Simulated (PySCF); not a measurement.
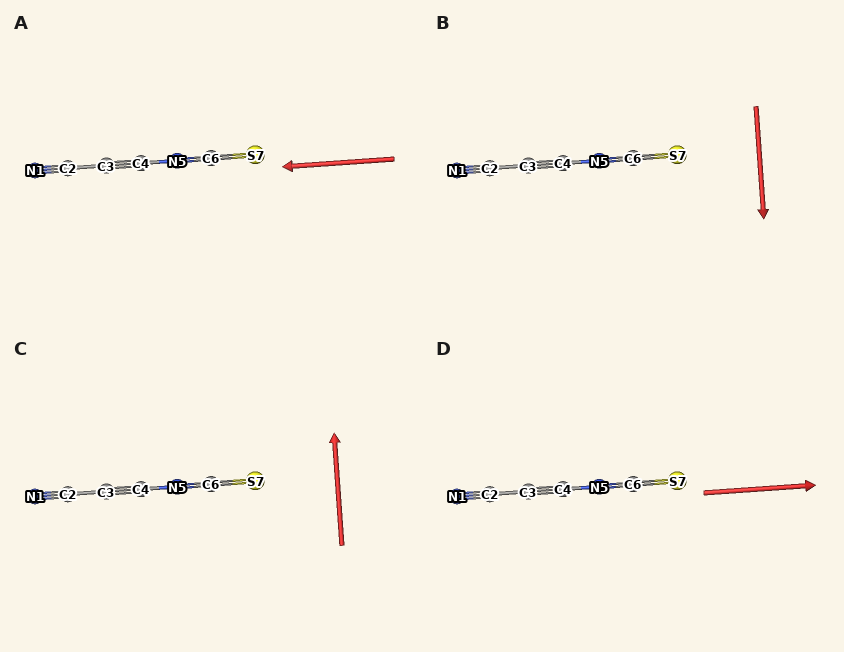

The same molecule four times, each with an arrow. Computed geometry: PBE0-D3(BJ)/def2-SVP optimisation. No frequency run is at hand to confirm it as a minimum. Level of theory: PBE0/def2-SVPD, gas phase (PySCF 2.14.0).

Question: Which arrow points along the dipole moment, from the negative to the positive end?

Answer: D. The dipole moment is 4.07 D; it points from the side of N1 to the side of S7 (the outermost atoms at the two ends).
